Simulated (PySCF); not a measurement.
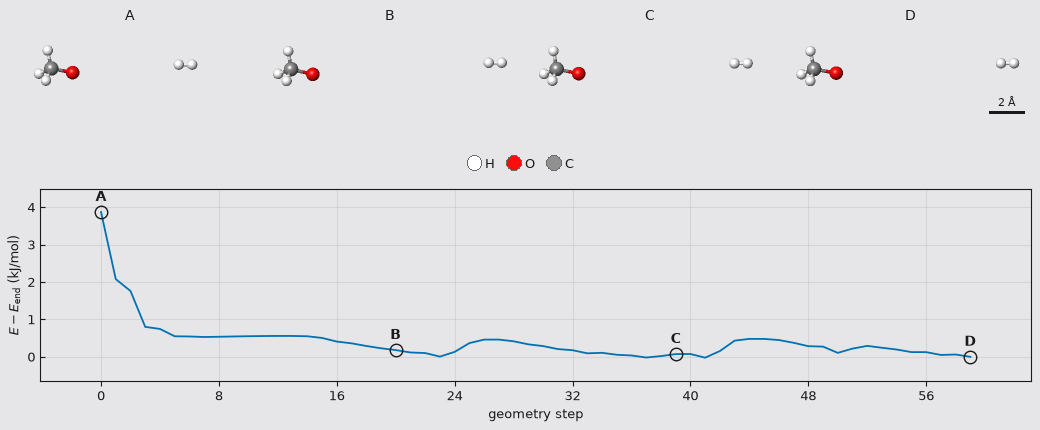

Frames of a relaxation of CH₅O (multiplicity 2) (coarse preliminary run), marked on the history of the run. Style: ball-and-stick. Shown at a tilt.

The reaction that was planned forms H1–O3 and breaks H1–H2 (atoms numbered from 1 in input order).

Theory: UKS PBE0-D4/def2-SVP, partitioned rational-function steps on a Bofill-updated Hessian (PySCF). 

Q: Describe the path.

A: The relaxation stopped without meeting its thresholds, so the last structure isn't shown to be converged. The largest moves after the best rigid fit, 2.45 Å, are those of H atoms. Largest moves by element: H 2.45 Å, C 1.00 Å, O 0.95 Å. Among the contacts that change: C–O 1.312 → 1.349 Å, H–H 0.777 → 0.761 Å, C–H 1.104 → 1.110 Å. Among the angles between lasting bonds that change: O–C–H 110.5° → 106.2°, H–C–H 100.4° → 104.1°, H–C–H 109.6° → 106.8°. The energy falls by 3.87 kJ/mol in 59 geometry steps. Cost: 16 min on 4 threads of Oxide Virtual Turin-like (shared host). From step 0 to 20: H atoms move most (2.90 Å), energy −3.69 kJ/mol. From step 20 to 39: H atoms move most (0.82 Å), energy −0.11 kJ/mol. From step 39 to 59: H atoms move most (0.38 Å), energy −0.07 kJ/mol.

```json
{"step": "0", "E − E(0), kJ/mol": "0.00"}
{"step": "1", "E − E(0), kJ/mol": "-1.79"}
{"step": "2", "E − E(0), kJ/mol": "-2.11"}
{"step": "3", "E − E(0), kJ/mol": "-3.07"}
{"step": "4", "E − E(0), kJ/mol": "-3.13"}
{"step": "5", "E − E(0), kJ/mol": "-3.32"}
{"step": "6", "E − E(0), kJ/mol": "-3.33"}
{"step": "7", "E − E(0), kJ/mol": "-3.34"}
{"step": "8", "E − E(0), kJ/mol": "-3.33"}
{"step": "9", "E − E(0), kJ/mol": "-3.33"}
{"step": "10", "E − E(0), kJ/mol": "-3.32"}
{"step": "13", "E − E(0), kJ/mol": "-3.31"}
{"step": "15", "E − E(0), kJ/mol": "-3.37"}
{"step": "18", "E − E(0), kJ/mol": "-3.58"}
{"step": "20", "E − E(0), kJ/mol": "-3.69"}
{"step": "23", "E − E(0), kJ/mol": "-3.87"}
{"step": "25", "E − E(0), kJ/mol": "-3.50"}
{"step": "28", "E − E(0), kJ/mol": "-3.46"}
{"step": "31", "E − E(0), kJ/mol": "-3.66"}
{"step": "33", "E − E(0), kJ/mol": "-3.78"}
{"step": "36", "E − E(0), kJ/mol": "-3.84"}
{"step": "38", "E − E(0), kJ/mol": "-3.85"}
{"step": "41", "E − E(0), kJ/mol": "-3.89"}
{"step": "44", "E − E(0), kJ/mol": "-3.39"}
{"step": "46", "E − E(0), kJ/mol": "-3.42"}
{"step": "49", "E − E(0), kJ/mol": "-3.60"}
{"step": "51", "E − E(0), kJ/mol": "-3.65"}
{"step": "54", "E − E(0), kJ/mol": "-3.68"}
{"step": "56", "E − E(0), kJ/mol": "-3.75"}
{"step": "59", "E − E(0), kJ/mol": "-3.87"}
```

Limits of the set-up: the start holds two separate molecules, 6.2 Å apart at their closest, whose relative position is a soft coordinate.
